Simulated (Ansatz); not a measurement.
**FCI/STO-3G run of AlH5O (Al(H2O)H3)**

What is the vertical singlet–triplet gap of AlH5O (Al(H2O)H3) at FCI/STO-3G? 

Program for the calculation: Ansatz 0.2.0.

53 further runs of the same task are left out: 1 that didn't finish, 52 set aside as unsound or not needed.

## 1. The molecule

AlH5O has 7 atoms, charge 0, and is taken as a singlet. As SMILES, `[H][Al]([H])([H])<-[OH2]`. The shape comes from GFN2-xTB, which is rough for such elements, and wasn't checked as a minimum.

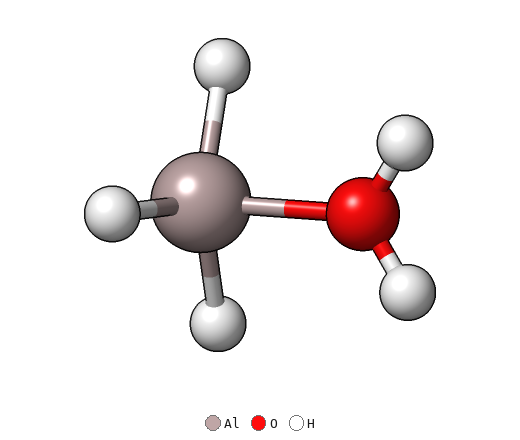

The structure, seen from a chosen angle (aluminium light grey, oxygen red, hydrogen white).

## 2. A single-point energy at FCI/STO-3G

job.yaml

```yaml
crystal:
  periodic: [false, false, false]
  atoms:
    - {symbol: Al, position_ang: [0.038170, -0.063310, -0.878000]}
    - {symbol: O, position_ang: [-0.024940, 0.038110, 1.009060]}
    - {symbol: H, position_ang: [-0.734700, -0.319470, 1.555830]}
    - {symbol: H, position_ang: [0.587960, 0.568180, 1.531290]}
    - {symbol: H, position_ang: [1.607200, -0.040110, -0.978390]}
    - {symbol: H, position_ang: [-0.735740, 1.245780, -1.269530]}
    - {symbol: H, position_ang: [-0.737950, -1.429180, -0.970260]}
basis:
  gaussian:
    orbitals: STO-3G
correlation:
  method: fci
  frozen_orbitals: {Al: 5, H: 0, O: 1}
accuracy: high
```

Command:

```bash
ansatz run job.yaml --threads 1 --pin off --max-ram 2610MiB --events-out events.jsonl --progress --plain --runs-dir runs
```

Output:

```text
Warning: RAYON_NUM_THREADS=1 ignored (pool sized by the plan → 1); use --threads N
Functional definition: HF
  name "HF"
  exchange = exact_x
  correlation = 0
336 factors; integrals over basis functions are off by at most 4.7e-9 eV
mean field evaluation 1: about -8590.7630 eV, gradient 1.4e1 eV
mean field evaluation 2: about -8590.7963 eV, gradient 1.4e1 eV
mean field evaluation 4: about -8591.6713 eV, gradient 7.2e-1 eV
mean field evaluation 8: about -8591.6729 eV, gradient 1.5e-6 eV
mean field -8591.67293309 eV, -315.7381566460 hartree, gradient 8.8e-9 eV, S^2 0.000000; 0 other end points of the search recorded, 0 dependent functions left out
6 core orbitals not correlated: weight in the atoms' cores, before any rotation towards them, 0.999 or more for the frozen orbitals, at most 0.000 for the correlated occupied ones
reference -8591.67293309 eV, -315.7381566460 hartree; 7, 7 occupied and 6, 6 virtual orbitals, 336 factors
state -8594.48587281 eV, -315.8415302742 hartree
Total energy: -8594.48587281 eV, -315.8415302742 hartree
```

Run time: 10 s. Hardware: 1 thread of Arm Neoverse V2, shared host; peak memory 0.28 GiB.

## 3. The triplet, same level

Edit job.yaml of step 2 so:

```diff
@@ -13,2 +13,5 @@
     orbitals: STO-3G
+magnetization:
+  spin_polarized: true
+  initial_magnetization: 2
 correlation:
```

Command:

```bash
ansatz run job.yaml --threads 1 --pin off --max-ram 2610MiB --events-out events.jsonl --progress --plain --runs-dir runs
```

Output (excerpt; [...] marks lines left out):

```text
Warning: RAYON_NUM_THREADS=1 ignored (pool sized by the plan → 1); use --threads N
Functional definition: HF
  name "HF"
[...]
336 factors; integrals over basis functions are off by at most 4.7e-9 eV
[...]
mean field -8580.75111155 eV, -315.3367871074 hartree, gradient 1.9e-8 eV, S^2 2.006715; 12 other end points of the search recorded, 0 dependent functions left out
determinant -8580.75111155 eV, -315.3367871074 hartree, with singles and doubles -8583.45681220 eV, -315.4362197725 hartree
determinant -8580.32040685 eV, -315.3209590015 hartree, with singles and doubles -8583.02616827 eV, -315.4203938999 hartree
determinant -8580.75111155 eV, -315.3367871074 hartree, with singles and doubles -8583.46044875 eV, -315.4363534130 hartree
determinant -8580.32040685 eV, -315.3209590015 hartree, with singles and doubles -8583.07302355 eV, -315.4221157995 hartree
6 core orbitals not correlated: weight in the atoms' cores, before any rotation towards them, 0.999 or more for the frozen orbitals, at most 0.000 for the correlated occupied ones
reference -8580.69300039 eV, -315.3346515616 hartree; 8, 6 occupied and 5, 7 virtual orbitals, 336 factors
state -8583.67182543 eV, -315.4441213628 hartree
Total energy: -8583.67182543 eV, -315.4441213628 hartree
```

It took 26 s on 1 thread of Arm Neoverse V2, shared host; peak memory 0.37 GiB.

## 4. What came out

At FCI/STO-3G, 6 core orbitals frozen:

| quantity | value |
| --- | --- |
| singlet: total energy | -315.84153 Eh |
| singlet: correlation energy (6 core orbitals frozen) | -103.4 mEh |
| triplet: total energy | -315.44412 Eh |
| triplet: correlation energy (6 core orbitals frozen) | -109.5 mEh |
| vertical energy of the triplet above the singlet | 10.814 eV |

**Reading.** At this shape the triplet lies 10.81 eV (249 kcal/mol) above the singlet. In a minimal basis such a difference can be off by several eV, whatever the method.
